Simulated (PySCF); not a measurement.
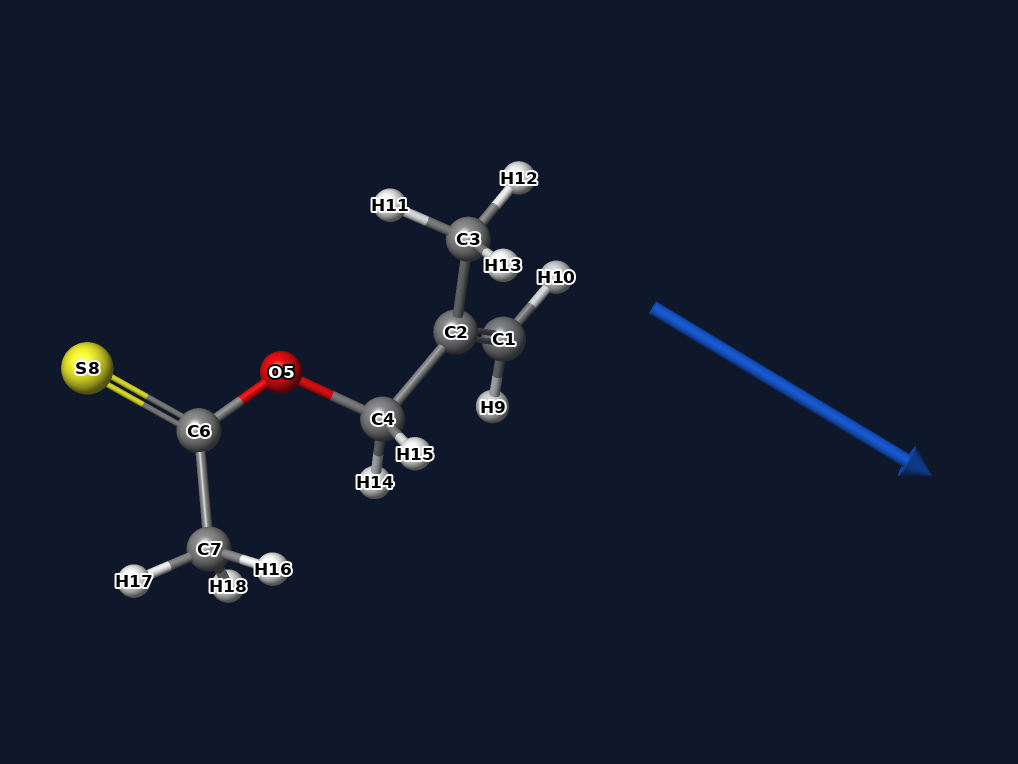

The arrow beside the molecule shows the direction of the dipole moment, from the negative to the positive end (its length means nothing). Computed geometry: GFN2-xTB optimisation. No frequency run is at hand to confirm it as a minimum. Properties computed with PBE0/def2-SVPD, gas phase (PySCF 2.14.0).

> How large is the dipole moment?

4.61 D; it points from the side of S8 to the side of H9 (the outermost atoms at the two ends).
